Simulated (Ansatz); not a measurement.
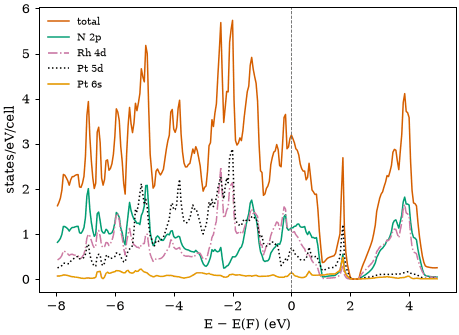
*Total and projected density of states of PtRhN₂ in space group R-3m (No. 166; Rh on 3b, Pt on 3a, N on 6c), plane-wave PAW r²SCAN (Ansatz code)*

Which orbitals carry the states next to the Fermi level?

Within 0.5 eV of the Fermi level: N 2p 39 %, Rh 4d 37 %, Pt 5d 18 %. Projections are on Löwdin-orthogonalised atomic valence shells; empty p or d shells of many metals are not among them.

Where is the tallest occupied peak in this window, and what makes it?

Near -2.0 eV, about 5.7 states/eV per cell; the largest projected share is Pt 5d.

The start of the workflow was typed in or built on a structure type; neither database checked (COD, Materials Project) lists it. Whether it is the stable phase at ambient conditions was not checked. The r²SCAN relaxation kept the symmetry of its start; its stability against distortions is not shown here. The workflow began spin-polarised and lost its moments. Its formation energy is positive at this level, so the cell may be metastable or incomplete. Scalar-relativistic: spin–orbit coupling is off unless named, which matters more the heavier the elements.

Potentials: the earlier of the program's two PAW sets.
